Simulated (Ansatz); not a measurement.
# Calculations on SiH3BrCl2

**1. Relaxation**

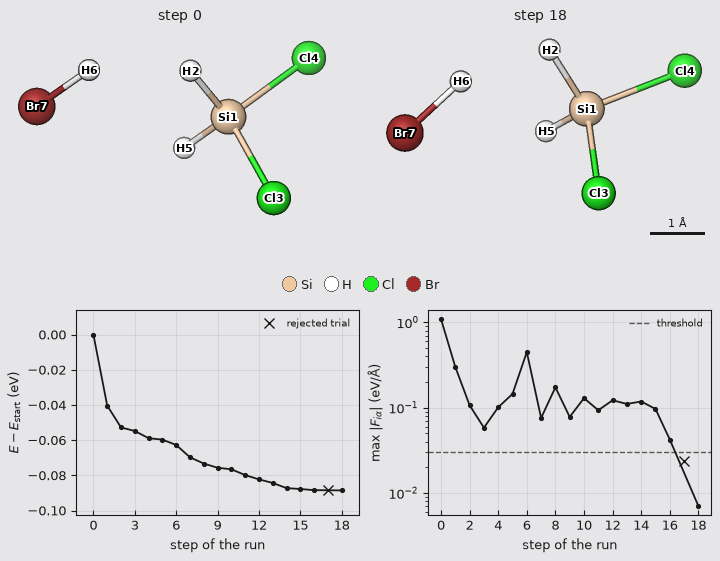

First and last geometry of a relaxation of SiH₃BrCl₂, with the history of the run. The picture is a ball-and-stick view, seen at a tilt.

The run prepares an end point of a later path (reaction) calculation, from a guessed geometry.

All numbers below come from RKS LDA/def2-SVP in Ansatz. Settings: no spin polarisation; force threshold 0.03 eV/Å; at most 50 steps.

What do the curves and the structures tell?

Answer. It converged. After 17 accepted moves (18 points after the start) the energy has fallen by 0.089 eV. The largest force component goes from 1.1 to 0.0071 eV/Å. The line search rejected the trial step at point 17 of the run. Br7 moves most after the best rigid fit: 0.72 Å. By element the largest moves are Br 0.72 Å, Cl 0.67 Å, H 0.49 Å, Si 0.19 Å. Near-neighbour distances that change, for instance: Si1–H2 1.453 → 1.508 Å, Si1–Br7 3.612 → 3.562 Å, H6–Br7 1.480 → 1.445 Å. Among the angles between lasting bonds that change: H2–Si1–H5 115.3° → 111.7°, Cl3–Si1–Cl4 108.0° → 110.1°.

**2. Relaxation**

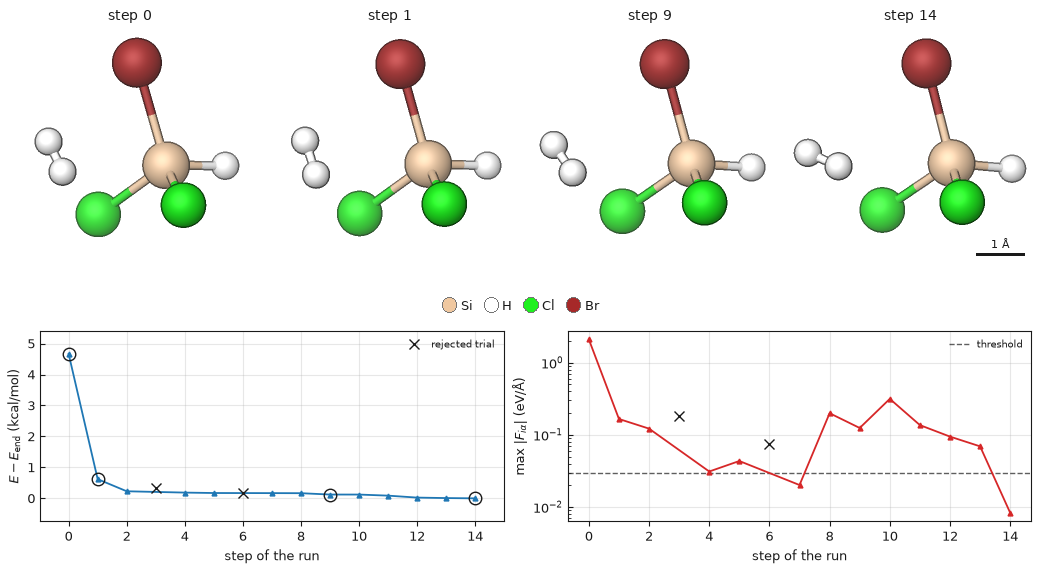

Frames of a relaxation of SiH3BrCl2, marked on the history of the run. Style: ball-and-stick. Shown at a tilt.

The run prepares an end point of a later path (reaction) calculation, from a guessed geometry.

Theory: Ansatz, RKS LDA/def2-SVP.

Input
```yaml
crystal:
  periodic: [false, false, false]
  atoms:
    - { symbol: Si, position_ang: [0.379668, -0.781527, -0.153976] }
    - { symbol: H, position_ang: [-1.133627, 1.399147, 0.474065] }
    - { symbol: Cl, position_ang: [-1.062248, -0.576806, -1.5795] }
    - { symbol: Cl, position_ang: [-0.465926, -0.881192, 1.700763] }
    - { symbol: H, position_ang: [1.147223, -2.035035, -0.406399] }
    - { symbol: H, position_ang: [-0.725332, 1.931513, 0.23363] }
    - { symbol: Br, position_ang: [1.86024, 0.944001, -0.268584] }
basis:
  gaussian: { orbitals: def2-SVP }
hamiltonian:
  xc: lda
relax:
  f_tol: 0.03
  max_steps: 50
```

Run as
```bash
ansatz run input.yaml --threads 2 --pin off --max-ram 3072MiB --backend cpu --events-out ev --progress --plain --runs-dir out
```

### What happens along the run?

Over 12 accepted moves (14 points after the start) the energy falls by 4.67 kcal/mol. The largest force component goes from 2.1 to 0.0083 eV/Å. The line search rejected the trial steps at points 3, 6 of the run. The forces were under the threshold at step 7, but the run went on from there. The atom that moves furthest after the best rigid fit is H6 (0.52 Å). By element the largest moves are H 0.52 Å, Br 0.25 Å, Cl 0.18 Å, Si 0.17 Å. Some distances before and after: Si1–Br7 2.277 → 2.195 Å, H2–H6 0.713 → 0.783 Å, Si1–Cl4 2.041 → 2.047 Å. Among the angles between lasting bonds that change: H5–Si1–Br7 107.1° → 109.4°. The run took 14 s on 2 threads of Intel(R) Xeon(R) Platinum 8488C (Sapphire Rapids), on a shared host, peak memory 0.17 GiB. From step 0 to 1: H2 moves most (0.20 Å), energy −4.05 kcal/mol. From step 1 to 9: H6 moves most (0.27 Å), energy −0.50 kcal/mol. From step 9 to 14: H6 moves most (0.21 Å), energy −0.12 kcal/mol.

```tsv
step	E − E(0), kcal/mol	largest force component, eV/Å	note
0	0.00	2.1049	
1	-4.05	0.1662	
2	-4.44	0.1221	
3	-4.34	0.1799	rejected
4	-4.48	0.0311	
5	-4.49	0.0435	
6	-4.49	0.0756	rejected
7	-4.50	0.0202	
8	-4.50	0.1997	
9	-4.54	0.1247	
10	-4.54	0.3158	
11	-4.58	0.1367	
12	-4.64	0.0947	
13	-4.66	0.0694	
14	-4.67	0.0083
```

Limits of the set-up: the start holds two separate molecules, 2.7 Å apart at their closest, whose relative position is a soft coordinate and is computed without a dispersion correction.

**3. Path**

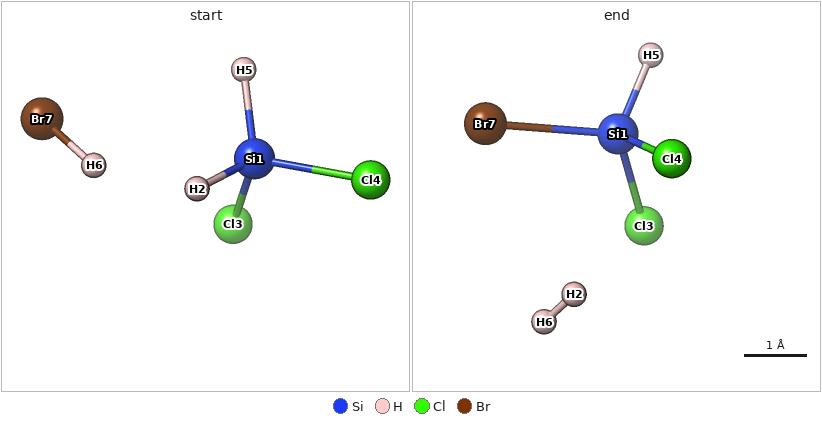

The two relaxed end points of a path for SiH3BrCl2. The picture is a ball-and-stick view, seen from a free direction.

Method: RKS LDA/def2-SVP (Ansatz 0.2.0).

Run with 5 movable images; climbing image; force threshold 0.05 eV/Å; iteration limit 60.

Start:
```xyz
7

Si   -0.3281   -0.6869    0.2847
H    -0.4742    0.7050    0.8457
Cl   -1.0833   -0.6900   -1.6143
Cl   -1.4247   -1.9364    1.4805
H     1.0990   -1.1311    0.2722
H     0.5644    1.8098   -0.1594
Br    1.6468    1.9297   -1.1093
```

End:
```xyz
7

Si    0.4520   -0.9041   -0.2336
H    -1.0610    1.6919    0.8128
Cl   -0.9527   -0.5622   -1.6735
Cl   -0.4468   -0.8640    1.6049
H     1.0716   -2.2449   -0.4436
H    -1.0710    2.2422    0.2554
Br    2.0078    0.6411   -0.3225
```

> What barrier does the band find between them, and by what path?

Forward barrier 1.01 eV, backward barrier 1.67 eV, with image 3 at the top; the reaction energy is −0.66 eV. Breaking: H6–Br7 (1.45 → 1.79 at the top → 3.52 Å), Si1–H2 (1.51 → 1.69 at the top → 3.18 Å). Forming: H2–H6 (1.82 → 0.97 at the top → 0.78 Å), Si1–Br7 (3.56 → 2.59 at the top → 2.19 Å). The band converged in 15 iterations, with a climbing image at the top. At the top, the vibrational analysis gives one imaginary mode (630i cm⁻¹), as a transition state must have.

Energies of the converged images:

```tsv
image	path (Å)	E (eV)
0	0.00	0.000
1	0.51	0.055
2	1.02	0.476
3	1.53	1.005
4	2.40	0.103
5	3.26	-0.553
6	4.12	-0.664
```

The geometry at the top of the path:

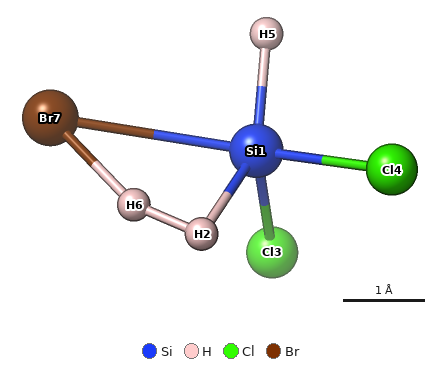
